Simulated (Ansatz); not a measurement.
**HBr···F2 (SMILES Br.FF): density, localisation and related maps**

Input

```
crystal:
  periodic: [false, false, false]
  atoms:
    - {symbol: Br, position_ang: [-0.350650, 0.013258, -2.345483]}
    - {symbol: H, position_ang: [0.076756, -0.060710, -0.992556]}
    - {symbol: F, position_ang: [-0.480095, 0.211301, 1.589318]}
    - {symbol: F, position_ang: [0.690775, -0.174800, 0.978305]}
basis:
  gaussian: {orbitals: "def2-TZVPPD.json"}
hamiltonian: {xc: pbe0, dispersion: d4}
output: {orbitals: {seedname: orbitals}}
```

Command:

```sh
ansatz run in.yaml --threads 2 --pin off --events-out ev --progress --plain --max-ram 5222MiB
```

Geometry: rigid move from PBE0-D4/def2-TZVP.

All numbers below come from RKS PBE0-D4/def2-TZVPPD in Ansatz 0.2.0.

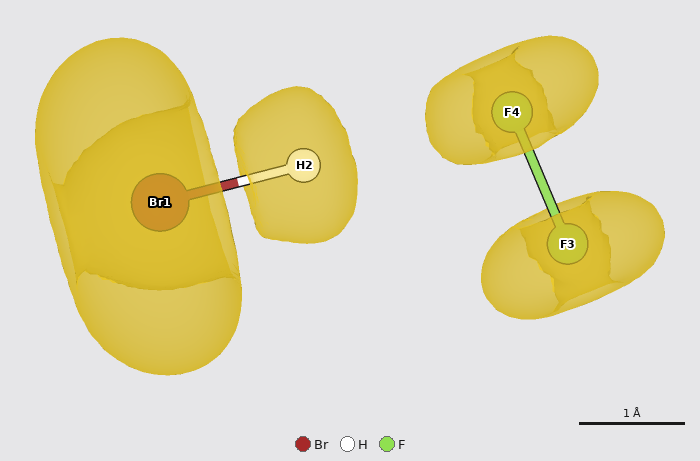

Figure 1. Isosurface of the ELF at 0.75 (yellow), seen across its widest extent. Core shells and regions of very low density are left out.

Q: What do the ELF domains correspond to?

A: The ELF exceeds this value in one region around a hydrogen nucleus, one ring or bowl of non-bonding electrons around Br and two regions wrapped around F (its lone pairs, merged into a ring or cap). Profiles from the grid: F4···H2 (2.07 Å): the ELF dips to about 0.05 between them. F–F (1.38 Å): the ELF peaks at about 0.65 between the atoms.

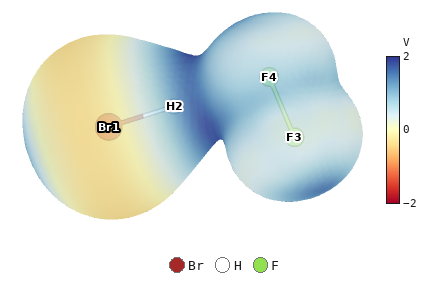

Figure 2. The electrostatic potential painted on the density surface at 0.004 e/bohr³, seen at a tilt; red is negative and blue positive.

Q: Where is the surface potential most negative and most positive?

A: The most negative region (about −0.4 V) lies over Br1, the most positive (about +1.8 V) over H2. Br1 shows a σ-hole: about +1.3 V at the tip opposite its bond, against about −0.3 V on its flanks.

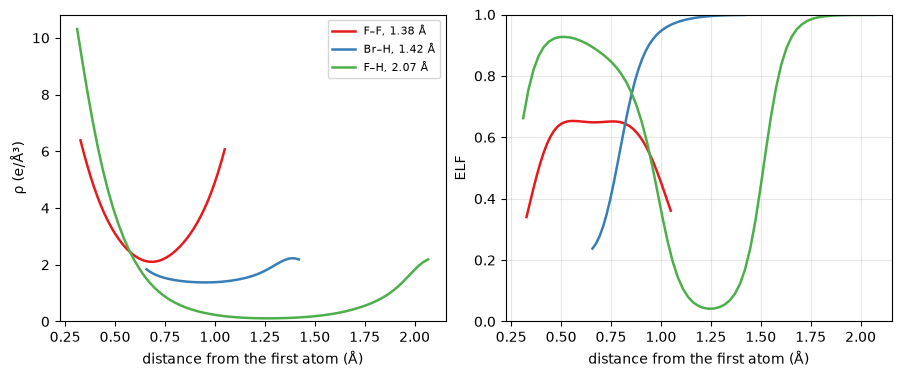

Figure 3. Total electron density and electron localisation function along straight lines between neighbouring atoms. The curves leave out the atomic cores.

Q: Compare the contacts.

A: F–F (1.38 Å): ρ is about 2.1 e/Å³ halfway; the ELF peaks at about 0.65 between the atoms.
Br–H (1.42 Å): ρ is about 1.6 e/Å³ halfway; the ELF climbs to about 1 towards the hydrogen, as it does in any bond to H.
F4···H2 (2.07 Å): the density falls to about 0.11 e/Å³ on the way; the ELF dips to about 0.05 between them.
